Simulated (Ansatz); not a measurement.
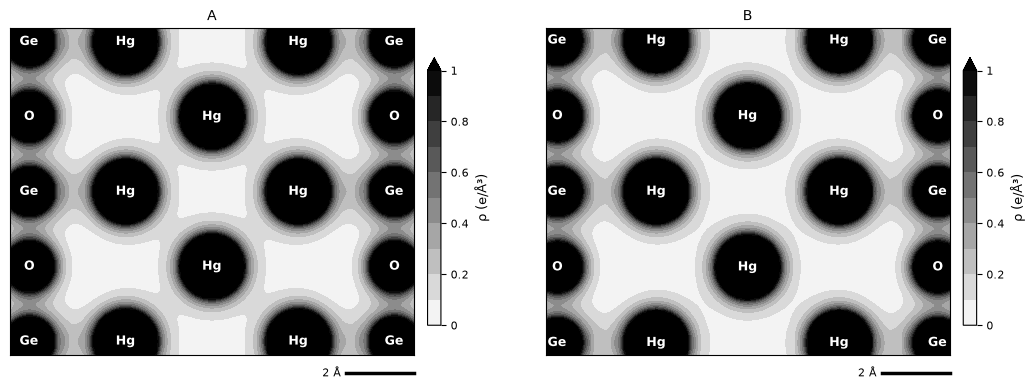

Hg3GeO. The valence pseudo-density of two cells that differ in size and shape, on the (110) plane of each (indices in the axes of the calculation cell), at one length scale and on one colour scale: B has 22.4 Å³ an atom and A 21.1.

Theory: Ansatz 0.2.0, DFT PBE, scalar-relativistic, plane waves, PAW.

Core electrons are frozen (PAW), and the valence fields are smoothed inside the atomic spheres.

The larger cell:

```
Ge Hg O
1.0
     3.15638    0.00000    0.00000
     0.00000    3.15638    0.00000
     0.00000    0.00000   11.22801
Ge Hg O
1 3 1
Direct
  0.00000 0.00000 0.50000
  0.00000 0.00000 0.75956
  0.00000 0.00000 0.24044
  0.50000 0.50000 0.00000
  0.50000 0.50000 0.50000
```

The smaller cell: a = 3.126 Å, b = 3.126 Å, c = 10.777 Å, α = 90.00°, β = 90.00°, γ = 90.00°.

### What changes from the larger cell to the smaller?

From the larger cell to the smaller, Hg–Ge goes from 2.91 to 2.84 Å, and the density at its midpoint from 0.2 to 0.3 e/Å³; Ge–O goes from 2.23 to 2.21 Å; the pressure goes from −0.7 to 0.9 GPa.
